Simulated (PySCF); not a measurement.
**C5H5NO (SMILES [H]/N=C\C1=CCC1=O): density, localisation and related maps**

```xyz
12

N     2.5440   -0.2517    0.8363
C     1.6359   -0.7771    0.1400
C     0.2887   -0.2736   -0.0628
C    -0.7942   -0.6877   -0.7591
C    -1.6789    0.4643   -0.3583
C    -0.4350    0.9336    0.4286
O    -0.1873    1.8746    1.1204
H     2.2758    0.6189    1.2956
H     1.8770   -1.7083   -0.3695
H    -0.9876   -1.5358   -1.3904
H    -1.9937    1.1294   -1.1617
H    -2.5435    0.2127    0.2549
```

Geometry: GFN2-xTB.

Computed with PBE0/pcSseg-1, SCF density, gas phase, non-relativistic in PySCF 2.14.0.

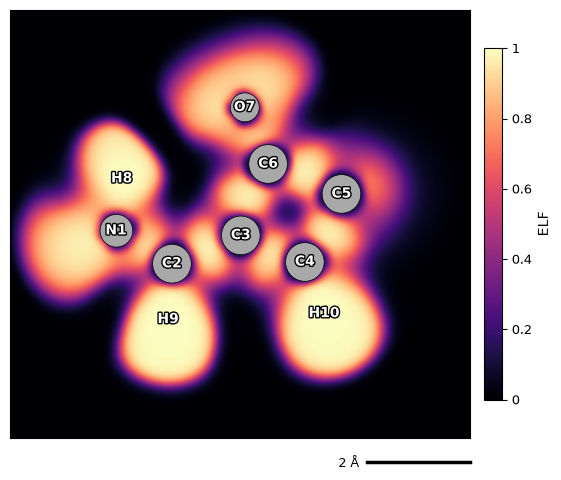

Figure 1. ELF on the plane of atoms C2, C3 and C4. Grey discs cover the atomic cores.

**What does the map show?**

The plane passes through N, C, O and H nuclei.
C–O (1.19 Å): the ELF peaks at about 0.85 between the atoms (a multiple bond).
C–N (1.26 Å): the ELF peaks at about 0.90 between the atoms (a short, multiple covalent bond).
C–C (1.35 Å): the ELF peaks at about 0.90 between the atoms; localised, covalent bonding.
N–H (1.02 Å): the ELF climbs to about 1 towards the hydrogen, as it does in any bond to H (an ordinary covalent bond to hydrogen).
C–C (1.45 Å): the ELF peaks at about 0.95 between the atoms; a covalent bond.
The ELF also peaks beside N1 and O7, away from the bonds: lone-pair regions.

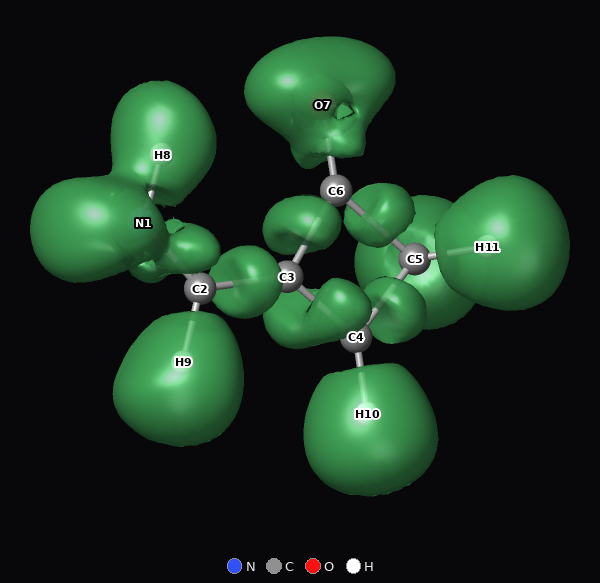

Figure 2. Isosurface of the electron localisation function at 0.75 (green), seen at a tilt. Only the valence region is drawn (cores and ρ < 0.01 e/Å³ removed).

**Describe the localisation domains.**

At this value the surface marks out five regions between bonded C–C atoms (shared pairs), four regions around hydrogen nuclei, one region on O in which the atom's valence shell and bonds are merged and one joined region spread over several atoms (H, N), in which their bonds and any lone pairs are merged.

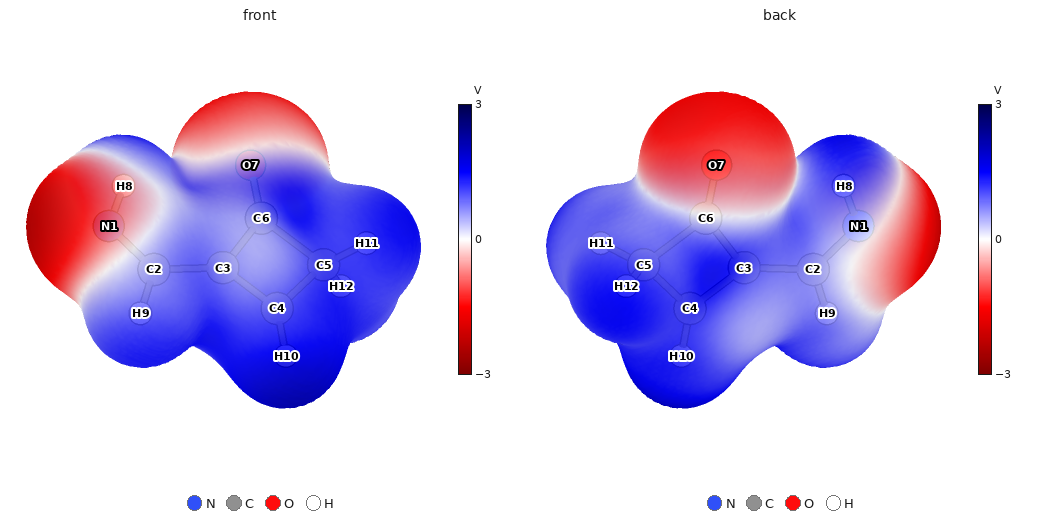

Figure 3. The molecular electrostatic potential painted on the density surface at 0.004 e/bohr³, seen from the front and from behind; red is negative and blue positive.

**Which sites attract a positive test charge, and which a negative one?**

A positive charge is drawn to the negative regions and a negative charge to the positive ones. The most negative region (about −2.3 V) lies over N1, the most positive (about +2.1 V) over H10. N1 is the likeliest acceptor of a hydrogen bond.

**How polar is the molecule by this calculation?**

Its dipole moment is 4.27 D.
